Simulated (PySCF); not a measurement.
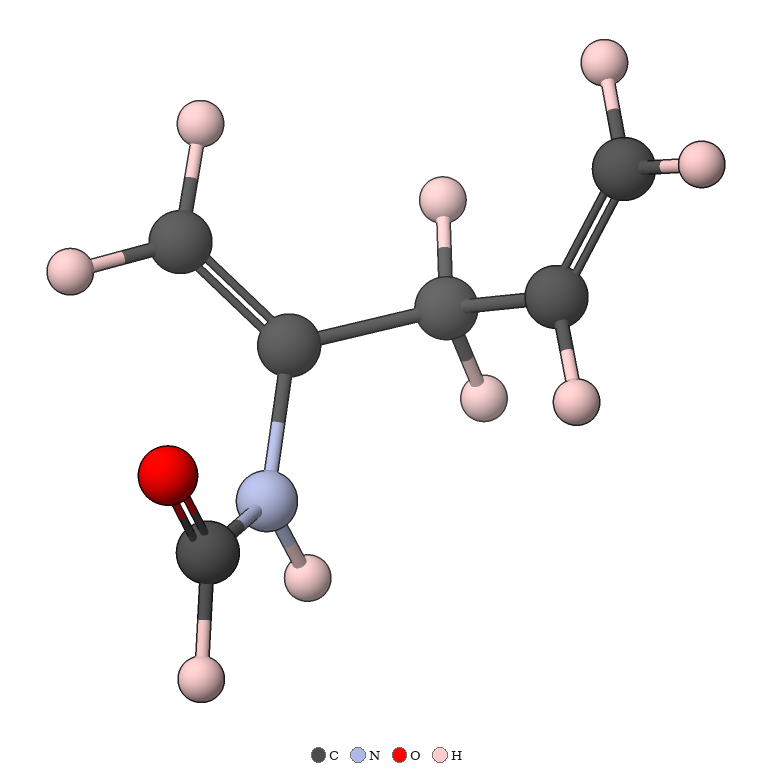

Geometry: an image of a reaction path computed with GFN2-xTB, not a minimum. Level of theory: PBE0/pcSseg-1, gas phase (PySCF 2.14.0).

What does the calculation give?

The species is C6H9NO (`C=CCC(=C)NC=O`).
- dipole moment: 3.72 D
- HOMO energy (Kohn–Sham orbital): −6.82 eV
- LUMO energy (Kohn–Sham orbital): −0.34 eV
- HOMO–LUMO gap: 6.48 eV
